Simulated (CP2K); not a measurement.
# H2S2 (SMILES SS) at PBE/def2-TZVPP

What is the energy change on altering one bond length of H2S2 at PBE/def2-TZVPP? 

The calculation is run with CP2K 2026.2.

5 further runs of the same task are left out: 4 that didn't finish, 1 set aside as unsound or not needed.

## 1. The structure to begin with

H2S2: 4 atoms, total charge 0, spin state singlet. SMILES: `SS`. Geometry: relaxed at PBE0-D4/def2-TZVP.

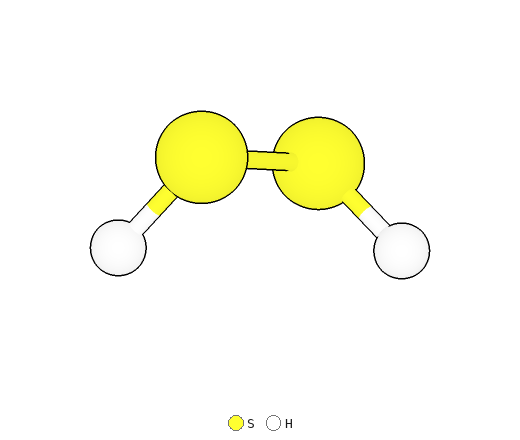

Viewed from a chosen angle; sulfur yellow, hydrogen white.

## 2. The energy at PBE/def2-TZVPP

molecule.inp

```
&GLOBAL
    PROJECT molecule
    RUN_TYPE ENERGY
    PRINT_LEVEL MEDIUM
&END GLOBAL

&FORCE_EVAL
    METHOD QUICKSTEP
    &DFT
        BASIS_SET_FILE_NAME ./def2_tzvpp.basis
        POTENTIAL_FILE_NAME POTENTIAL
        &QS
            METHOD GAPW
            EPS_DEFAULT 1.0E-10
        &END QS
        &MGRID
            CUTOFF 280
            REL_CUTOFF 50
            NGRIDS 4
        &END MGRID
        # isolated system
        &POISSON
            PERIODIC NONE
            POISSON_SOLVER MULTIPOLE
        &END POISSON
        # self-consistent field
        &SCF
            SCF_GUESS ATOMIC
            EPS_SCF 1.0E-06
            MAX_SCF 40
            &OT
                MINIMIZER CG
                PRECONDITIONER FULL_SINGLE_INVERSE
                LINESEARCH 3PNT
            &END OT
            &OUTER_SCF
                EPS_SCF 1.0E-06
                MAX_SCF 10
            &END OUTER_SCF
        &END SCF
        &XC
            &XC_FUNCTIONAL
                &GGA_X_PBE
                &END GGA_X_PBE
                &GGA_C_PBE
                &END GGA_C_PBE
            &END XC_FUNCTIONAL
        &END XC
        # extra output
        &PRINT
            &MOMENTS
                PERIODIC F
                REFERENCE COM
                MAX_MOMENT 1
            &END MOMENTS
            &MO_CUBES
                NLUMO 1
                NHOMO -1
                WRITE_CUBE F
            &END MO_CUBES
            &LOWDIN ON
            &END LOWDIN
            &HIRSHFELD OFF
            &END HIRSHFELD
        &END PRINT
    &END DFT
    # atoms, cell and kinds
    &SUBSYS
        &CELL
            ABC 8.4 9.5 8.9
            PERIODIC NONE
        &END CELL
        &COORD
            S      0.784480    -0.789210     0.166690
            S      0.060220     1.121560     0.067360
            H     -0.225420    -1.352590     0.856880
            H     -0.619290     1.020250    -1.090950
        &END COORD
        &TOPOLOGY
            &CENTER_COORDINATES
            &END CENTER_COORDINATES
        &END TOPOLOGY
        &KIND S
            BASIS_SET def2-TZVPP
            POTENTIAL ALL
            LEBEDEV_GRID 194
            RADIAL_GRID 100
        &END KIND
        &KIND H
            BASIS_SET def2-TZVPP
            POTENTIAL ALL
            LEBEDEV_GRID 194
            RADIAL_GRID 100
        &END KIND
    &END SUBSYS
&END FORCE_EVAL
```

Started as:

```console
$ OMP_NUM_THREADS=1 cp2k.psmp -i molecule.inp > molecule.out 2>&1
```

Output:

```text
CP2K| version string:                                       CP2K version 2026.2
[...]
 GLOBAL| Method name                                                        CP2K
[...]
 GLOBAL| Run type                                                         ENERGY
[...]
 DFT| Spin restricted Kohn-Sham (RKS) calculation                            RKS
 DFT| Multiplicity                                                             1
[...]
 DFT| Charge                                                                   0
[...]
 FUNCTIONAL| GGA_X_PBE:
[...]
 FUNCTIONAL| GGA_C_PBE:
[...]
 QS| Method:                                                                GAPW
[...]
 QS| Density cutoff [a.u.]:                                                140.0
[...]
 QS| Relative density cutoff [a.u.]:                                        25.0
[...]
                             - Atoms:                                          4
[...]
                             - Spherical basis functions:                    112
[...]
 Number of electrons:                                                         34
[...]
     1 OT CG       0.64E-01    0.7     1.00065559      -744.4406147861 -7.44E+02
[...]
    34 OT CG       0.31E-02    0.7     0.00000078      -797.2688893770 -6.03E-12
  *** SCF run converged in    34 steps ***
[...]
  Overlap energy of the core charge distribution:               0.00000056840397
  Self energy of the core charge distribution:               -346.70793217541888
  Core Hamiltonian energy:                                   -455.68338823483475
  Hartree energy:                                              81.81505364217773
  Exchange-correlation energy:                                 -8.95363963830974
[...]
                     Mulliken Population Analysis
 #  Atom  Element  Kind  Atomic population                           Net charge
       1     S        1         16.123625                             -0.123625
       2     S        1         16.123904                             -0.123904
       3     H        2          0.876365                              0.123635
       4     H        2          0.876106                              0.123894
 # Total charge                             34.000000                  0.000000
[...]
  Dipole moment [Debye]
    X= -0.1104370E+01 Y= -0.4362814E+00 Z= -0.3066159E+00  Total=      1.2263722
[...]
 HOMO - LUMO gap [eV] :    4.366156
 ENERGY| Total FORCE_EVAL ( QS ) energy [hartree]           -797.268889377007213
[...]
```

Run time: 3.6 min. Hardware: 1 thread of Arm Neoverse V2, shared host; peak memory 0.44 GiB.

## 3. The distorted shape at the same level

qs.inp

```
&GLOBAL
  PROJECT qs
  RUN_TYPE ENERGY
  PRINT_LEVEL MEDIUM
&END GLOBAL

&FORCE_EVAL
  METHOD QUICKSTEP
  &DFT
    BASIS_SET_FILE_NAME ./def2_tzvpp.basis
    POTENTIAL_FILE_NAME POTENTIAL
    &QS
      METHOD GAPW
      EPS_DEFAULT 1.0E-10
    &END QS
    &MGRID
      CUTOFF 280
      REL_CUTOFF 50
      NGRIDS 4
    &END MGRID
    &POISSON
      PERIODIC NONE
      POISSON_SOLVER MULTIPOLE
    &END POISSON
    &SCF
      SCF_GUESS ATOMIC
      EPS_SCF 1.0E-07
      MAX_SCF 150
      ADDED_MOS 3
      &DIAGONALIZATION
        ALGORITHM STANDARD
      &END DIAGONALIZATION
      &MIXING
        METHOD BROYDEN_MIXING
        ALPHA 0.3
        NBUFFER 8
      &END MIXING
    &END SCF
    &XC
      &XC_FUNCTIONAL
        &GGA_X_PBE
        &END GGA_X_PBE
        &GGA_C_PBE
        &END GGA_C_PBE
      &END XC_FUNCTIONAL
    &END XC
    &PRINT
      &MOMENTS
        PERIODIC F
        REFERENCE COM
        MAX_MOMENT 1
      &END MOMENTS
      &MO ON
        ENERGIES T
        OCCUPATION_NUMBERS T
        NDIGITS 6
        &EACH
          QS_SCF 0
        &END EACH
        ADD_LAST NUMERIC
      &END MO
      &LOWDIN ON
      &END LOWDIN
      &HIRSHFELD OFF
      &END HIRSHFELD
    &END PRINT
  &END DFT
  &SUBSYS
    &CELL
      ABC 8.9 9.5 9.9
      PERIODIC NONE
    &END CELL
    &COORD
      S      1.328082    -0.708163     1.093327
      S      0.603822     1.202607     0.993997
      H      0.318182    -1.271543     1.783517
      H     -0.619290     1.020250    -1.090950
    &END COORD
    &TOPOLOGY
      &CENTER_COORDINATES
      &END CENTER_COORDINATES
    &END TOPOLOGY
    &KIND S
      BASIS_SET def2-TZVPP
      POTENTIAL ALL
      LEBEDEV_GRID 194
      RADIAL_GRID 100
    &END KIND
    &KIND H
      BASIS_SET def2-TZVPP
      POTENTIAL ALL
      LEBEDEV_GRID 194
      RADIAL_GRID 100
    &END KIND
  &END SUBSYS
&END FORCE_EVAL
```

Started as:

```console
$ OMP_NUM_THREADS=1 cp2k.psmp -i qs.inp > qs.out 2>&1
```

Output:

```text
CP2K| version string:                                       CP2K version 2026.2
[...]
 GLOBAL| Method name                                                        CP2K
[...]
 GLOBAL| Run type                                                         ENERGY
[...]
 DFT| Spin restricted Kohn-Sham (RKS) calculation                            RKS
 DFT| Multiplicity                                                             1
[...]
 DFT| Charge                                                                   0
[...]
 FUNCTIONAL| GGA_X_PBE:
[...]
 FUNCTIONAL| GGA_C_PBE:
[...]
 QS| Method:                                                                GAPW
[...]
 QS| Density cutoff [a.u.]:                                                140.0
[...]
 QS| Relative density cutoff [a.u.]:                                        25.0
[...]
                             - Atoms:                                          4
[...]
                             - Spherical basis functions:                    112
[...]
 Number of electrons:                                                         34
[...]
     1 NoMix/Diag. 0.30E+00    0.7     0.24321586      -797.2889490222 -7.97E+02
[...]
    82 Broy./Diag. 0.30E+00    0.8     0.00000007      -797.1641691755  8.22E-07
  *** SCF run converged in    82 steps ***
[...]
  Overlap energy of the core charge distribution:               0.00000028673639
  Self energy of the core charge distribution:               -346.70793217541888
  Core Hamiltonian energy:                                   -455.95096165783912
  Hartree energy:                                              82.05811693981693
  Exchange-correlation energy:                                 -8.80191989660154
[...]
                     Mulliken Population Analysis
 #  Atom  Element  Kind  Atomic population                           Net charge
       1     S        1         16.004850                             -0.004850
       2     S        1         16.106350                             -0.106350
       3     H        2          0.868312                              0.131688
       4     H        2          1.020488                             -0.020488
 # Total charge                             34.000000                  0.000000
[...]
  Dipole moment [Debye]
    X= -0.2082168E+00 Y= -0.1343448E+01 Z=  0.7124780E+00  Total=      1.5348722
 ENERGY| Total FORCE_EVAL ( QS ) energy [hartree]           -797.164169175526240
[...]
```

Run time: 67 s. Hardware: 1 thread of Arm Neoverse V2, shared host; peak memory 0.74 GiB.

## 4. Outcome

Level: PBE/def2-TZVPP.

```
                                                         quantity          value
                                        first shape: total energy  -797.26889 Eh
                                       first shape: dipole moment         1.23 D
                                         first shape: HOMO energy       -6.23 eV
                                         first shape: LUMO energy       -1.87 eV
                                       first shape: HOMO–LUMO gap        4.37 eV
                                    distorted shape: total energy  -797.16417 Eh
                                   distorted shape: dipole moment         1.53 D
                                     distorted shape: HOMO energy       -6.22 eV
                                     distorted shape: LUMO energy       -4.57 eV
                                   distorted shape: HOMO–LUMO gap        1.65 eV
energy change with the S2–H4 bond stretched from 1.347 to 2.424 Å       2.850 eV
```

**Reading.** One bond (distorted shape) is far stretched, which a spin-restricted single reference describes badly; a broken-symmetry solution may lie lower. With the S2–H4 bond stretched from 1.347 to 2.424 Å the energy rises by 2.85 eV (66 kcal/mol). The first shape isn't relaxed at this level, so the change isn't measured from a minimum. A restricted reference can't describe the breaking bond well at this length.
